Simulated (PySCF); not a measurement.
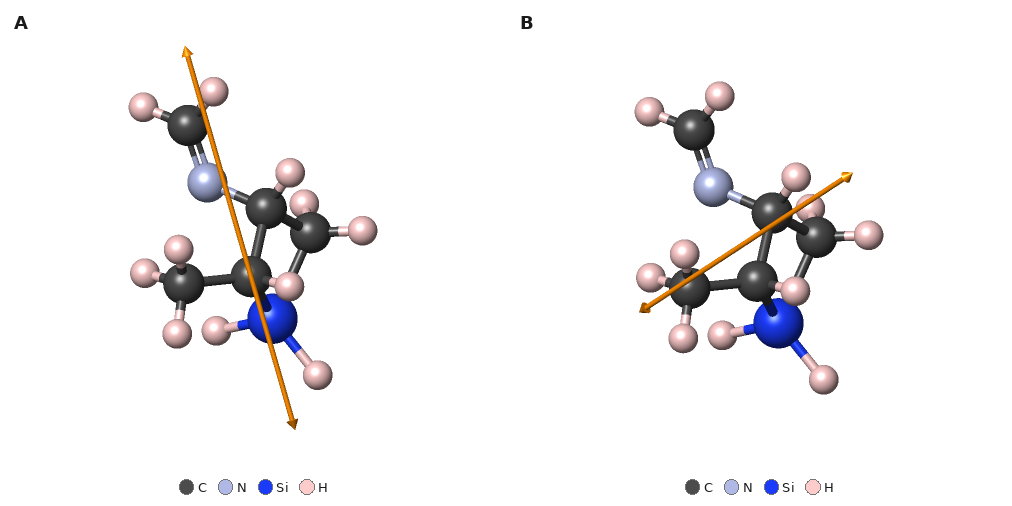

The double arrows show the directions of two transition dipoles from the ground state (lengths mean nothing). Computed geometry: GFN2-xTB optimisation. No frequency run is at hand to confirm it as a minimum. Level of theory: TDDFT ωB97X-D/def2-SVPD, vertical, gas phase, core orbitals frozen in the response (PySCF 2.14.0).

**One belongs to singlet state 5 and one to singlet state 6. Which is which?**

A: state 5, 7.37 eV (168 nm), oscillator strength 0.14, of mixed character, with the largest part HOMO−1 → LUMO+1 (weight 0.47).
B: state 6, 7.47 eV (166 nm), oscillator strength 0.049, mainly HOMO → LUMO+2 (weight 0.52).

The geometry is semi-empirical. Around Si such bond lengths and angles can be off by a tenth of an ångström or more and by several degrees, and values that hang on the shape move with them.
